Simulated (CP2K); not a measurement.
# CH3Cl2Si (SMILES [SiH2]C(Cl)Cl): GFN2-xTB

Aim: the energy difference between two shapes of CH3Cl2Si at GFN2-xTB, from 2 runs. 

Program for the calculation: CP2K 2026.2.

3 further runs of the same task are left out: 3 set aside as unsound or not needed.

### Step 1. The molecule

The species is CH3Cl2Si (7 atoms), meant as a doublet with charge 0. SMILES: `[SiH2]C(Cl)Cl`. The shape is that of a GFN2-xTB optimisation. This is one conformer, not always the lowest.

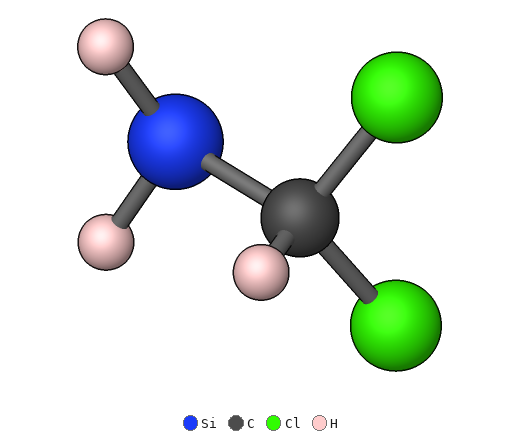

Viewed from a chosen angle; silicon blue, carbon dark grey, chlorine green, hydrogen pink.

### Step 2. Energy and gradient at GFN2-xTB

File molecule.xyz:

```xyz
7

Si    -0.809190     0.878250     0.156200
C      0.411510    -0.591420    -0.045730
Cl     0.855720    -1.227760     1.558620
Cl    -0.345690    -1.874510    -1.022250
H     -1.242520     1.308480    -1.163260
H     -0.219870     1.851990     1.060570
H      1.350040    -0.345020    -0.544150
```

File calc.inp:

```
&GLOBAL
  PROJECT_NAME calc
  RUN_TYPE ENERGY_FORCE
  PRINT_LEVEL MEDIUM
&END GLOBAL

&FORCE_EVAL
  METHOD QUICKSTEP
  &DFT
    MULTIPLICITY 2
    UNRESTRICTED_KOHN_SHAM T
    &QS
      METHOD XTB
      EPS_DEFAULT 1.0E-10
      &XTB
        GFN_TYPE TBLITE
        &TBLITE
          METHOD GFN2
        &END TBLITE
        CHECK_ATOMIC_CHARGES F
      &END XTB
    &END QS
    &POISSON
      PERIODIC NONE
      POISSON_SOLVER ANALYTIC
    &END POISSON
    &SCF
      SCF_GUESS ATOMIC
      EPS_SCF 1.0E-06
      MAX_SCF 150
      ADDED_MOS 8
      &DIAGONALIZATION
        ALGORITHM STANDARD
      &END DIAGONALIZATION
      &MIXING
        METHOD DIRECT_P_MIXING
        ALPHA 0.4
      &END MIXING
      &SMEAR ON
        METHOD FERMI_DIRAC
        ELECTRONIC_TEMPERATURE [K] 300
      &END SMEAR
    &END SCF
    &PRINT
      &MOMENTS
        PERIODIC F
        REFERENCE COM
        MAX_MOMENT 1
      &END MOMENTS
      &MO ON
        ENERGIES T
        OCCUPATION_NUMBERS T
        NDIGITS 6
        &EACH
          QS_SCF 0
        &END EACH
        ADD_LAST NUMERIC
      &END MO
      &HIRSHFELD OFF
      &END HIRSHFELD
    &END PRINT
  &END DFT
  &SUBSYS
    &CELL
      ABC 12.6 13.7 12.7
      PERIODIC NONE
    &END CELL
    &TOPOLOGY
      COORD_FILE_NAME molecule.xyz
      COORD_FILE_FORMAT XYZ
      &CENTER_COORDINATES
      &END CENTER_COORDINATES
    &END TOPOLOGY
  &END SUBSYS
  &PRINT
    &FORCES ON
    &END FORCES
  &END PRINT
&END FORCE_EVAL
```

Started as:

```
$ OMP_NUM_THREADS=1 cp2k.psmp calc.inp > calc.out
```

The log of the run:

```text
CP2K| version string:                                       CP2K version 2026.2
[...]
 GLOBAL| Method name                                                        CP2K
[...]
 GLOBAL| Run type                                                   ENERGY_FORCE
[...]
                             - Atoms:                                          7
[...]
                             - Spherical basis functions:                     34
[...]
 Number of electrons:                                                         13
[...]
  *** SCF run converged in    15 steps ***
[...]
  Fermi energy:                                                -0.31357763682008
[...]
 TB_DIPOLE| Moment [Debye]         -1.25373726       3.77771483      -0.36328833
 TB_DIPOLE| Derivative [a.u.]       0.00000000       0.00000000       0.00000000
[...]
 ENERGY| Total FORCE_EVAL ( QS ) energy [hartree]            -14.434020788801725
 FORCES| Atomic forces [hartree/bohr]
 FORCES|   Atom     x               y               z               |f|
 FORCES|      1  9.85351797E-04  1.05878539E-03 -7.49021115E-04   1.62879627E-03
 FORCES|      2  2.00381061E-04 -5.46773713E-04  2.36414159E-04   6.28494803E-04
 FORCES|      3 -9.95737367E-05  4.34747054E-05 -1.51478705E-04   1.86415603E-04
 FORCES|      4 -4.42243961E-05 -1.41743413E-06  2.56462868E-05   5.11423343E-05
 FORCES|      5 -3.26985608E-04 -2.87881095E-04  5.61547813E-04   7.10725727E-04
 FORCES|      6 -5.53312234E-04 -3.82778584E-04  3.48497841E-05   6.73712387E-04
 FORCES|      7 -1.61636884E-04  1.16590730E-04  4.20417771E-05   2.03684540E-04
 FORCES| Sum     5.28819610E-17  2.77420231E-17 -7.79812413E-17
 FORCES| Total atomic force                                       9.82201386E-17
[...]
```

Run time: 0.26 s. Hardware: 1 thread of Arm Neoverse V2, shared host.

### Step 3. The distorted shape

File molecule.xyz:

```xyz
7

Si    -0.824973     0.920901     0.156997
C      0.427190    -0.593632    -0.067612
Cl     0.841193    -1.199682     1.547005
Cl    -0.344138    -1.908126    -1.058127
H     -1.233635     1.285702    -1.171357
H     -0.218146     1.816508     1.047303
H      1.356542    -0.334415    -0.527669
```

File gas.inp:

```
&GLOBAL
  PROJECT gas
  RUN_TYPE ENERGY_FORCE
  PRINT_LEVEL MEDIUM
&END GLOBAL

&FORCE_EVAL
  METHOD Quickstep
  &DFT
    MULTIPLICITY 2
    SPIN_POLARIZED T
    ! Quickstep
    &QS
      METHOD XTB
      EPS_DEFAULT 1.0E-10
      &XTB
        GFN_TYPE TBLITE
        &TBLITE
          METHOD GFN2
        &END TBLITE
        CHECK_ATOMIC_CHARGES F
      &END XTB
    &END QS
    &POISSON
      PERIODIC NONE
      POISSON_SOLVER ANALYTIC
    &END POISSON
    ! SCF settings
    &SCF
      SCF_GUESS ATOMIC
      EPS_SCF 1.0E-06
      MAX_SCF 150
      ADDED_MOS 8
      &DIAGONALIZATION
        ALGORITHM STANDARD
      &END DIAGONALIZATION
      &MIXING
        METHOD DIRECT_P_MIXING
        ALPHA 0.4
      &END MIXING
      &SMEAR ON
        METHOD FERMI_DIRAC
        ELECTRONIC_TEMPERATURE [K] 300
      &END SMEAR
    &END SCF
    ! extra output
    &PRINT
      &MOMENTS
        PERIODIC F
        REFERENCE COM
        MAX_MOMENT 1
      &END MOMENTS
      &MO ON
        ENERGIES T
        OCCUPATION_NUMBERS T
        NDIGITS 6
        &EACH
          QS_SCF 0
        &END EACH
        ADD_LAST NUMERIC
      &END MO
      &HIRSHFELD OFF
      &END HIRSHFELD
    &END PRINT
  &END DFT
  &SUBSYS
    &CELL
      ABC 12.6 13.7 12.7
      PERIODIC NONE
    &END CELL
    &TOPOLOGY
      COORD_FILE_NAME molecule.xyz
      COORD_FILE_FORMAT XYZ
      &CENTER_COORDINATES
      &END CENTER_COORDINATES
    &END TOPOLOGY
  &END SUBSYS
  &PRINT
    &FORCES ON
    &END FORCES
  &END PRINT
&END FORCE_EVAL
```

Started as:

```
$ OMP_NUM_THREADS=1 cp2k.psmp -i gas.inp > gas.out 2>&1
```

The log of the run:

```text
CP2K| version string:                                       CP2K version 2026.2
[...]
 GLOBAL| Method name                                                        CP2K
[...]
 GLOBAL| Run type                                                   ENERGY_FORCE
[...]
                             - Atoms:                                          7
[...]
                             - Spherical basis functions:                     34
[...]
 Number of electrons:                                                         13
[...]
  *** SCF run converged in    17 steps ***
[...]
  Fermi energy:                                                -0.31427804373204
[...]
 TB_DIPOLE| Moment [Debye]         -1.25279361       4.09361390      -0.22527734
 TB_DIPOLE| Derivative [a.u.]       0.00000000       0.00000000       0.00000000
[...]
 ENERGY| Total FORCE_EVAL ( QS ) energy [hartree]            -14.430935109140407
 FORCES| Atomic forces [hartree/bohr]
 FORCES|   Atom     x               y               z               |f|
 FORCES|      1  2.64302347E-03 -2.96897806E-02 -1.36528712E-02   3.27852030E-02
 FORCES|      2 -2.40572746E-02  1.88213434E-03  5.51673505E-03   2.47533686E-02
 FORCES|      3 -3.25884004E-04 -1.78256090E-03  7.74659957E-05   1.81375983E-03
 FORCES|      4  6.47308875E-03  9.34435524E-03  6.60215455E-03   1.31455809E-02
 FORCES|      5 -3.03588052E-03  3.27098913E-03 -5.09722396E-03   6.77477915E-03
 FORCES|      6  9.06144598E-03  1.61002527E-02  1.50720948E-02   2.38431538E-02
 FORCES|      7  9.24148090E-03  8.74610064E-04 -8.51835518E-03   1.25989002E-02
 FORCES| Sum     3.29597460E-17 -1.10805462E-16 -5.20417043E-17
 FORCES| Total atomic force                                       1.26777499E-16
[...]
```

Wall time 0.28 s (1 thread of Arm Neoverse V2, shared host).

### Step 4. Results

Level: GFN2-xTB.

| quantity | value |
| --- | --- |
| first shape: total energy | -14.43402 Eh |
| first shape: dipole moment (from atomic charges alone) | 4.00 D |
| first shape: HOMO energy (highest over α and β) | -8.90 eV |
| first shape: LUMO energy (lowest over α and β) | -8.16 eV |
| first shape: largest force on an atom | 0.084 eV/Å |
| distorted shape: total energy | -14.43094 Eh |
| distorted shape: dipole moment (from atomic charges alone) | 4.29 D |
| distorted shape: HOMO energy (highest over α and β) | -8.92 eV |
| distorted shape: LUMO energy (lowest over α and β) | -8.18 eV |
| distorted shape: largest force on an atom | 1.686 eV/Å |
| energy change with the atoms displaced | 0.084 eV |

**Reading.** With the atoms displaced the energy rises by 0.08 eV (8.1 kJ/mol). The first shape isn't relaxed at this level, so the change isn't measured from a minimum. The dipole (first shape) comes from point charges on the atoms alone, without atomic dipoles, so it is partial. The dipole (distorted shape) comes from point charges on the atoms alone, without atomic dipoles, so it is partial.
